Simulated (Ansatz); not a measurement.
Band structure of Os (P6_3/mmc, 4 atoms in the cell).

```xyz
4
Lattice="2.7434 0.0000 0.0000 -1.3717 2.3759 0.0000 0.0000 0.0000 8.8270" Properties=species:S:1:pos:R:3 pbc="T T T"
Os     0.0000     0.0000     0.0000
Os     0.0000     0.0000     4.4135
Os     0.0000     1.5839     2.2067
Os     1.3717     0.7920     6.6202
```

Method of the run: PBE, PAW files (plane waves; Ansatz, a first-principles code).

Settings: basis.ecutwfc = 30.9 Ry; kpoints.mp_grid.grid = 9 9 3; hamiltonian.xc = pbe; hamiltonian.pseudopotentials = {kind: paw} (the program's default PAW files); scf.occupations.method = gaussian; scf.occupations.width = 0.0073 Ry; kpoints.band_path.npoints = 8.

The starting cell was generated: these elements placed on a structure prototype, without a prior relaxation; it need not be a known phase or ordering of this composition. Its lattice was rescaled by a random factor within 2.5 % of one. Spin-orbit coupling is off. Spin polarisation is off.

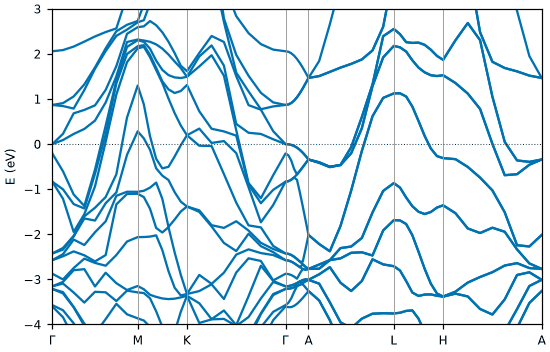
Figure. Bands along the path, energies from the Fermi level.

Levels in eV from the Fermi level, bands 29 to 36:
```csv
point,29,30,31,32,33,34,35,36
Γ,-2.57,-2.42,-2.42,-0.83,-0.83,-0.21,0.00,0.00
M,-1.06,0.28,1.30,2.12,2.17,2.31,2.32,2.59
K,-1.38,-1.38,0.20,0.20,1.31,1.49,1.49,1.62
A,-2.77,-2.77,-2.01,-2.01,-0.34,-0.34,-0.34,-0.34
L,-0.86,-0.86,1.12,1.12,2.18,2.18,2.55,2.55
H,-1.36,-1.36,-0.31,-0.31,1.53,1.53,1.87,1.87
```

Bands cross the Fermi level along this path, so the cell is metallic at this level.

Keys are those of Ansatz 0.2.
